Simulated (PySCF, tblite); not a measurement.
**F2HO2Si radical, a cluster model of a defect (Si site with back bonds O, F, F): EPR parameters**

Wanted: the EPR parameters for `[O][Si](O)(F)F`. It is drawn as: oxygen hole.

Programs: tblite 0.8.0 and PySCF 2.14.0. All values are calculated, for the isolated system unless a continuum is named. Atoms count from 0, parts from 1.

## Step 1: Starting point

6 atoms, charge 0, multiplicity 2; geometry: distance geometry start.

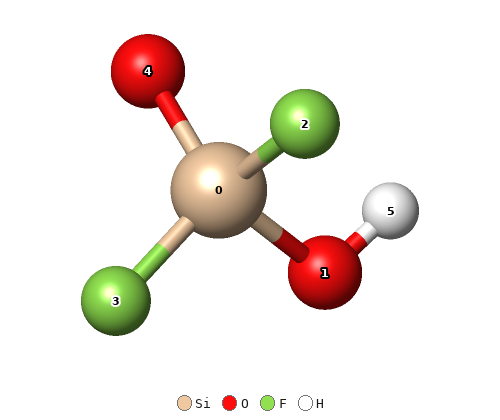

The starting geometry (silicon light orange, oxygen red, fluorine green, hydrogen white), atoms numbered.

## Step 2: Geometry optimisation with GFN2-xTB

What the job is given:

```
{"job": {"kind": "relax", "xc": "GFN2-xTB", "basis": "xTB"}, "charge": 0, "multiplicity": 2}
Si    -0.422876    -0.016548     0.001225
O      1.209713    -0.594157    -0.301233
F     -0.519271     0.398401     1.633357
F     -1.427040    -1.299239    -0.417197
O     -0.687557     1.396224    -0.946178
H      1.812864     0.112945     0.017796
```

With the program's defaults for keys left out, this is: GFN2-xTB geometry optimisation, gas phase.

The run is started by

```
$ OMP_NUM_THREADS=1 python cluster_run.py task.json out
```

This one command runs all jobs of the session in turn.

Standard output:

```text
step      E/eV     max force
  0    -541.33162    4.005
  1    -541.86571    2.653
  2    -542.00614    5.479
  3    -542.23622    0.794
  4    -542.25308    0.399
  5    -542.26152    0.391
  6    -542.27091    0.615
  7    -542.29601    0.763
  8    -542.30832    0.404
  9    -542.31143    0.192
 10    -542.31282    0.164
 11    -542.31407    0.243
 12    -542.31600    0.274
 13    -542.31749    0.182
 14    -542.31818    0.067
 15    -542.31846    0.066
 16    -542.31883    0.108
 17    -542.31945    0.143
 18    -542.32013    0.117
 19    -542.32053    0.056
 20    -542.32077    0.045
 21    -542.32104    0.084
 22    -542.32145    0.127
 23    -542.32199    0.136
 24    -542.32243    0.087
 25    -542.32270    0.059
 26    -542.32289    0.060
 27    -542.32321    0.101
 28    -542.32371    0.122
 29    -542.32422    0.109
 30    -542.32449    0.056
 31    -542.32460    0.034
 32    -542.32468    0.053
 33    -542.32483    0.071
 34    -542.32521    0.081
 35    -542.32559    0.058
 36    -542.32570    0.030
 37    -542.32576    0.029
 38    -542.32585    0.035
 39    -542.32595    0.035
 40    -542.32603    0.026
 41    -542.32605    0.005
```

Run time: 0.51 s. Hardware: 1 thread of Arm Neoverse V1, shared host.

Along the way: (not every step is listed)

```csv
step,energy from step 0 (eV),largest force (eV/Å)
0,0.0000,4.0055
1,-0.5341,2.6528
2,-0.6745,5.4792
3,-0.9046,0.7936
4,-0.9215,0.3985
5,-0.9299,0.3913
6,-0.9393,0.6146
7,-0.9644,0.7630
8,-0.9767,0.4041
10,-0.9812,0.1641
12,-0.9844,0.2735
14,-0.9866,0.0675
16,-0.9872,0.1081
18,-0.9885,0.1167
20,-0.9891,0.0453
22,-0.9898,0.1275
24,-0.9908,0.0872
26,-0.9913,0.0604
28,-0.9921,0.1226
30,-0.9929,0.0552
32,-0.9931,0.0536
34,-0.9936,0.0813
36,-0.9941,0.0300
37,-0.9941,0.0289
38,-0.9942,0.0352
39,-0.9943,0.0354
40,-0.9944,0.0258
41,-0.9944,0.0052
```

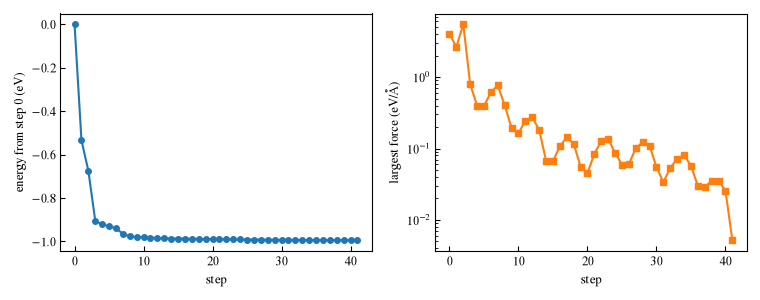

Energy and largest force along the relaxation.

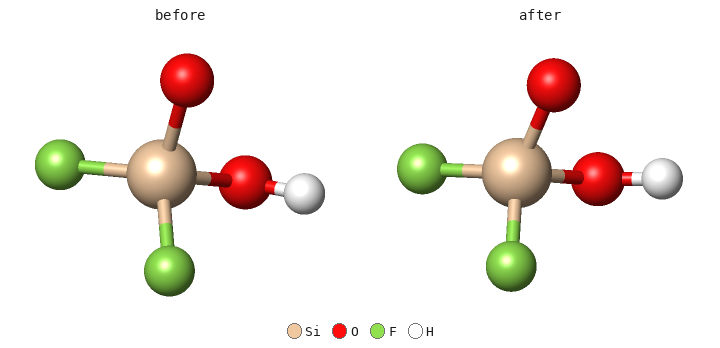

Before and after, at one scale.

Distances of close pairs at the start and the end, largest changes first:

```
  bond  before (Å)  after (Å)  change (Å)
Si0–O4       1.721      1.568      -0.153
Si0–O1       1.758      1.638      -0.120
Si0–F3       1.682      1.576      -0.106
Si0–F2       1.687      1.585      -0.102
 O1–H5       0.983      0.957      -0.025
```

## Step 3: Geometry optimisation at PBE0-D3(BJ)/def2-SVP

What the job is given:

```
{"job": {"xc": "PBE0", "basis": "def2-SVP", "d3": "d3bj", "grid": 2, "kind": "geom", "shake": 0.01}, "charge": 0, "multiplicity": 2}
Si    -0.425603    -0.010296     0.039608
O      1.089465    -0.465948    -0.249684
F     -0.698075     0.263272     1.574765
F     -1.325571    -1.223788    -0.300662
O     -0.452802     1.262121    -0.917152
H      1.833626     0.142632    -0.169965
```

Standard output:

```text
step   0  E = -639.51174044  max force = 0.035846
step   1  E = -639.51982014  max force = 0.004043
step   2  E = -639.51996733  max force = 0.001042
step   3  E = -639.51998441  max force = 0.000360
step   4  E = -639.51999099  max force = 0.000552
step   5  E = -639.51999799  max force = 0.000672
step   6  E = -639.52000502  max force = 0.000688
step   7  E = -639.52001950  max force = 0.000875
step   8  E = -639.52003265  max force = 0.000938
step   9  E = -639.52006091  max force = 0.000902
step  10  E = -639.52006668  max force = 0.000443
step  11  E = -639.52006878  max force = 0.000180
optimisation converged
```

Run time: 64 s. Hardware: 1 thread of Arm Neoverse V1, shared host; peak memory 0.41 GiB.

The steps of the relaxation:

| step | energy from step 0 (eV) | largest force component (eV/Å) |
| --- | --- | --- |
| 0 | 0.0000 | 1.8433 |
| 1 | -0.2199 | 0.2079 |
| 2 | -0.2239 | 0.0536 |
| 3 | -0.2243 | 0.0185 |
| 4 | -0.2245 | 0.0284 |
| 5 | -0.2247 | 0.0346 |
| 6 | -0.2249 | 0.0354 |
| 7 | -0.2253 | 0.0450 |
| 8 | -0.2256 | 0.0482 |
| 9 | -0.2264 | 0.0464 |
| 10 | -0.2266 | 0.0228 |
| 11 | -0.2266 | 0.0093 |

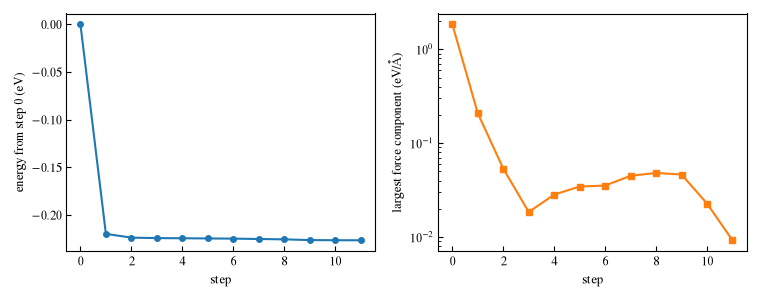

Energy and force, step by step.

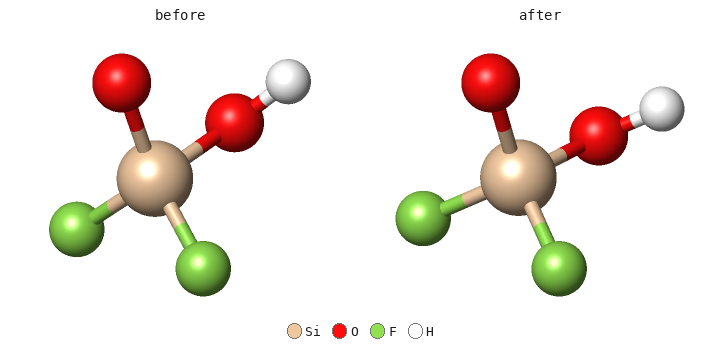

Before and after, at one scale.

Close pairs (by a distance rule), those that changed most:

| bond | before (Å) | after (Å) | change (Å) |
| --- | --- | --- | --- |
| Si0–O4 | 1.592 | 1.667 | +0.075 |
| Si0–F3 | 1.549 | 1.593 | +0.045 |
| Si0–F2 | 1.583 | 1.599 | +0.016 |
| Si0–O1 | 1.608 | 1.624 | +0.016 |
| O1–H5 | 0.965 | 0.962 | -0.003 |

The end geometry stands in the next job.

```
                         at the end point                value
  point group (found at 0.08 Å tolerance)                   C1
rotational constants (GHz, main isotopes)  4.170, 4.092, 3.823
                        dipole moment (D)                 2.23
                                     ⟨S²⟩                0.753
```

## Step 4: EPR parameters: B3LYP/IGLO-III+pcH-1

What the job is given:

```
{"job": {"kind": "epr"}, "charge": 0, "multiplicity": 2}
Si    -0.370209     0.012623    -0.013258
O      1.104240    -0.643528    -0.195388
F     -0.757941     0.345713     1.502190
F     -1.435068    -1.048707    -0.541237
O     -0.394673     1.444582    -0.865860
H      1.876123    -0.143421     0.086766
```

With the program's defaults for keys left out, this is: UKS B3LYP, IGLO-III on F O Si, pcH-1 on H, non-relativistic, mean-field spin-orbit, GIAO.

Standard output:

```text
UKS, coarse grid
  cycle   1  E = -640.39597357  |g| = 7.50e-01
  cycle   2  E = -640.16973693  |g| = 1.16e+00
  cycle   3  E = -640.57315316  |g| = 8.21e-02
  cycle   4  E = -640.57473394  |g| = 5.79e-02
  cycle   5  E = -640.57600885  |g| = 9.87e-03
  cycle   6  E = -640.57605610  |g| = 7.05e-03
  cycle   7  E = -640.57607951  |g| = 2.45e-03
  cycle   8  E = -640.57608947  |g| = 1.15e-03
  cycle   9  E = -640.57609636  |g| = 8.69e-04
UKS, final grid
  cycle   1  E = -640.57597288  |g| = 8.42e-04
  cycle   2  E = -640.57597736  |g| = 9.32e-04
  cycle   3  E = -640.57597905  |g| = 7.36e-04
  cycle   4  E = -640.57599767  |g| = 6.47e-04
  cycle   5  E = -640.57601125  |g| = 5.05e-04
  cycle   6  E = -640.57601697  |g| = 3.72e-04
  cycle   7  E = -640.57602259  |g| = 2.23e-04
  cycle   8  E = -640.57602467  |g| = 1.02e-04
  cycle   9  E = -640.57602470  |g| = 4.42e-05
  cycle  10  E = -640.57602470  |g| = 1.02e-05
E = -640.57602470 Eh   <S^2> = 0.7530 (exact 0.7500)
g shifts (ppm)      1          2          3
  rmc          -298       -298       -298
  gc             -7         53         51
  oz_so         417       8719      45366
  total         112       8475      45120
hyperfine (MHz)  atom isotope    a_iso     a_fc   dipolar eigenvalues
    0  29Si      46.63      46.63     -2.12      0.62      1.50
    1   17O      -3.15      -3.15    -22.11     10.95     11.16
    2   19F       3.95       3.95    -30.75    -29.60     60.35
    3   19F     -10.14     -10.14     -7.51     -4.04     11.55
    4   17O     -37.81     -37.81   -264.88    131.23    133.66
    5    1H      -4.37      -4.37     -7.17     -0.89      8.06
```

It took 24 s on 1 thread of Arm Neoverse V1, shared host; peak memory 0.57 GiB.

Principal g values 2.00243, 2.01079, 2.04744; g(iso) = 2.02022, against 2.00232 for a free electron. They are not to be trusted: the run shows a large g shift, which the driver flags as unsure.

Hyperfine couplings, nucleus by nucleus at this fixed geometry (no averaging over rotations):

```
nuclei  isotope  a(iso) (MHz)  a(iso) (G, at g = 2.0023)  largest dipolar term (MHz)
   Si0     29Si          46.6                       16.6                        -2.1
    O4      17O         -37.8                      -13.5                      -264.9
    F3      19F         -10.1                       -3.6                        11.6
    H5       1H          -4.4                       -1.6                         8.1
    F2      19F           4.0                        1.4                        60.3
    O1      17O          -3.2                       -1.1                       -22.1
```

Mulliken spin populations:

```csv
atom,value (e)
Si0,-0.03
O1,0.06
F2,0.01
F3,0.00
O4,0.97
H5,0.00
```

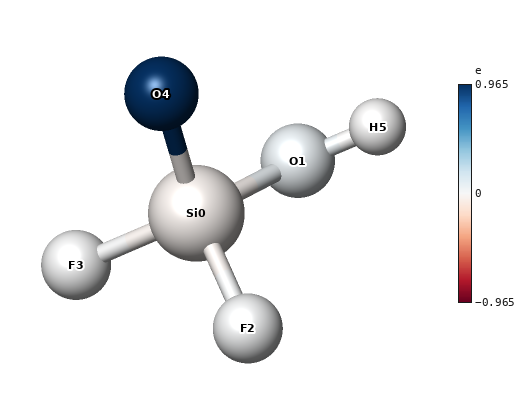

Mulliken spin populations, as colours on the atoms.

## Step 5: EPR parameters: BHandHLYP/IGLO-III+pcH-1

The job, as its differences from that of step 4:

```diff
@@ -1,2 +1,2 @@
-{"job": {"kind": "epr"}, "charge": 0, "multiplicity": 2}
+{"job": {"kind": "epr", "xc": "BHandHLYP"}, "charge": 0, "multiplicity": 2}
 Si    -0.370209     0.012623    -0.013258
```

Level: UKS BHandHLYP, IGLO-III on F O Si, pcH-1 on H, non-relativistic, mean-field spin-orbit, GIAO.

Standard output:

```text
UKS, coarse grid
  cycle   1  E = -640.27296428  |g| = 6.36e-01
  cycle   2  E = -640.28529019  |g| = 6.79e-01
  cycle   3  E = -640.41786045  |g| = 4.73e-02
  cycle   4  E = -640.41955040  |g| = 2.76e-02
  cycle   5  E = -640.42004089  |g| = 1.06e-02
  cycle   6  E = -640.42020409  |g| = 4.24e-03
  cycle   7  E = -640.42025755  |g| = 3.06e-03
  cycle   8  E = -640.42027886  |g| = 2.13e-03
  cycle   9  E = -640.42029794  |g| = 1.52e-03
  cycle  10  E = -640.42031812  |g| = 1.13e-03
  cycle  11  E = -640.42033232  |g| = 9.49e-04
  cycle  12  E = -640.42034045  |g| = 9.11e-04
UKS, final grid
  cycle   1  E = -640.42025972  |g| = 9.01e-04
  cycle   2  E = -640.42026353  |g| = 8.86e-04
  cycle   3  E = -640.42026631  |g| = 8.71e-04
  cycle   4  E = -640.42031371  |g| = 6.83e-04
  cycle   5  E = -640.42035261  |g| = 7.21e-04
  cycle   6  E = -640.42035445  |g| = 9.25e-04
  cycle   7  E = -640.42036795  |g| = 6.39e-04
  cycle   8  E = -640.42037502  |g| = 2.98e-04
  cycle   9  E = -640.42037573  |g| = 1.97e-04
  cycle  10  E = -640.42037581  |g| = 1.54e-04
  cycle  11  E = -640.42037584  |g| = 3.46e-05
  cycle  12  E = -640.42037585  |g| = 3.57e-05
  cycle  13  E = -640.42037585  |g| = 9.62e-06
E = -640.42037585 Eh   <S^2> = 0.7536 (exact 0.7500)
g shifts (ppm)      1          2          3
  rmc          -295       -295       -295
  gc            -10         55         54
  oz_so         195       9182      71643
  total        -110       8942      71402
hyperfine (MHz)  atom isotope    a_iso     a_fc   dipolar eigenvalues
    0  29Si      48.89      48.89     -1.53      0.04      1.48
    1   17O      -4.77      -4.77    -12.99      6.38      6.62
    2   19F      10.73      10.73    -22.89    -21.53     44.42
    3   19F     -10.57     -10.57     -5.84     -1.89      7.72
    4   17O     -56.09     -56.09   -268.14    132.51    135.63
    5    1H      -3.02      -3.02     -5.41     -1.38      6.78
```

It took 28 s on 1 thread of Arm Neoverse V1, shared host; peak memory 0.63 GiB.

In short: g(iso) 2.02906, not to be trusted: the run shows a large g shift, which the driver flags as unsure.

## Step 6: Side by side: EPR parameters

g, ⟨S²⟩ and isotropic hyperfine couplings (MHz), with basis size and wall time; * marks a run flagged for spin contamination, instability or a large g shift:

```csv
run,g(iso),⟨S²⟩,29Si Si0,17O O4,19F F3,1H H5,19F F2,functions,time
B3LYP/IGLO-III+pcH-1*,2.02022,0.753,46.6,-37.8,-10.1,-4.4,4.0,194,24 s
BHandHLYP/IGLO-III+pcH-1*,2.02906,0.754,48.9,-56.1,-10.6,-3.0,10.7,194,28 s
```

## Step 7: Results

| quantity | value |
| --- | --- |
| point group | C1 |
| rotational constants (main isotopes) | 4.17, 4.09, 3.82 GHz |
| g(iso) (B3LYP) | 2.02022 |
| ⟨S²⟩ | 0.753 (exact 0.75) |
| largest a(iso) | 29Si on Si0, 46.6 MHz |

**Reading.** Relaxing lowered the energy by 0.227 eV in 11 steps; the close pair that moved most is Si0–O4, from 1.592 to 1.667 Å (PBE0/def2-SVP). No frequency check was run at this level, so the end point may be a saddle. O4 carries the largest spin population, 0.97 e. The isotropic g lies 17.9 ppt above the free-electron value. These values are not to be trusted: the run shows a large g shift, which the driver flags as unsure.
